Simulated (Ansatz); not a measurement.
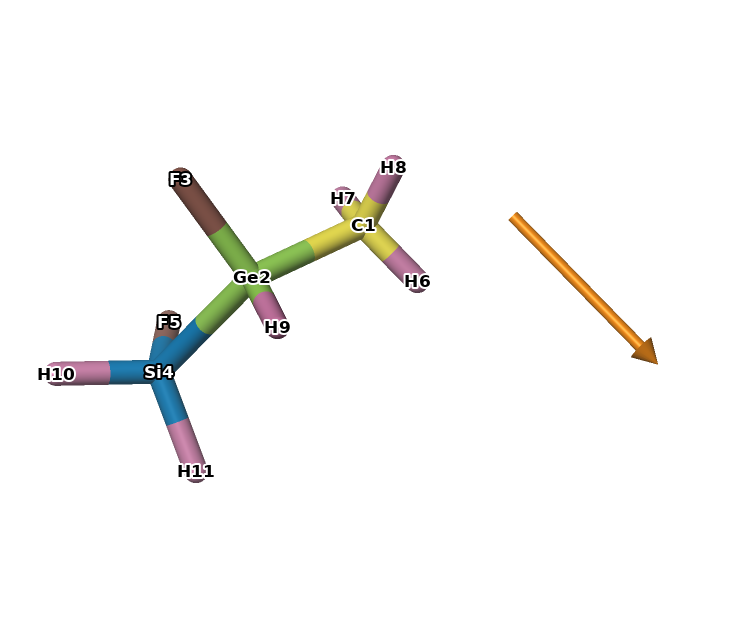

The arrow beside the molecule shows the direction of the dipole moment, from the negative to the positive end (its length means nothing). Computed geometry: PBE-D4/def2-SVP optimisation. No frequency run is at hand to confirm it as a minimum. Method: RKS PBE-D4/def2-SVP (Ansatz 0.2.0).

### How large is the dipole moment?

2.26 D; it points from the side of F3 to the side of H6 (the outermost atoms at the two ends).
